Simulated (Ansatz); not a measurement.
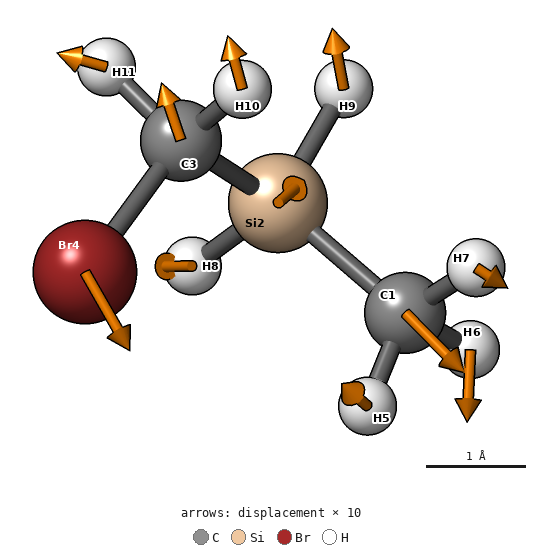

A relaxation of C2H7BrSi (coarse preliminary run). The starting structure is drawn; orange arrows show the displacements, 10 times their true length. The two geometries are superimposed by the best rigid fit.

A ball-and-stick model, seen from a free direction.

The start comes from a force field.

The calculation used Ansatz 0.2.0, RKS PBE-D4/def2-SVP.

The input:
```yaml
crystal:
  periodic: [false, false, false]
  atoms:
    - {symbol: C, position_ang: [-1.118400, 0.990300, 0.211200]}
    - {symbol: Si, position_ang: [-0.008000, -0.330000, 0.665500]}
    - {symbol: C, position_ang: [1.217900, -0.680200, -0.640800]}
    - {symbol: Br, position_ang: [0.468000, -1.324600, -2.255100]}
    - {symbol: H, position_ang: [-1.762100, 0.761300, -0.695300]}
    - {symbol: H, position_ang: [-1.859400, 1.271400, 1.016300]}
    - {symbol: H, position_ang: [-0.595300, 1.957500, -0.029500]}
    - {symbol: H, position_ang: [-0.742300, -1.533200, 0.992500]}
    - {symbol: H, position_ang: [0.700100, 0.086300, 1.958200]}
    - {symbol: H, position_ang: [1.820600, 0.206400, -0.897300]}
    - {symbol: H, position_ang: [1.944200, -1.462200, -0.305100]}
basis:
  gaussian: {orbitals: def2-SVP}
hamiltonian: {xc: pbe, dispersion: d4}
relax: {f_tol: 0.03, max_steps: 200}
```

Command:
```bash
ansatz run in.yaml --threads 4 --pin off --events-out ev --progress --plain --max-ram 10444MiB
```

### Describe the change and its energy.

Br4 moves most after the best rigid fit: 0.094 Å. By element the largest moves are Br 0.094 Å, C 0.089 Å, H 0.076 Å, Si 0.065 Å. Some distances before and after: C1–Si2 1.784 → 1.885 Å, Si2–C3 1.825 → 1.906 Å, C3–Br4 1.893 → 1.970 Å, Si2–H8 1.447 → 1.505 Å. Bond angles that change, for instance: H5–C1–H6 104.3° → 108.4°, Si2–C1–H5 114.0° → 110.3°, C3–Si2–H9 110.2° → 106.5°. After 3 geometry steps the energy has fallen by 0.306 eV. The largest force component goes from 2.3 to 0.023 eV/Å.
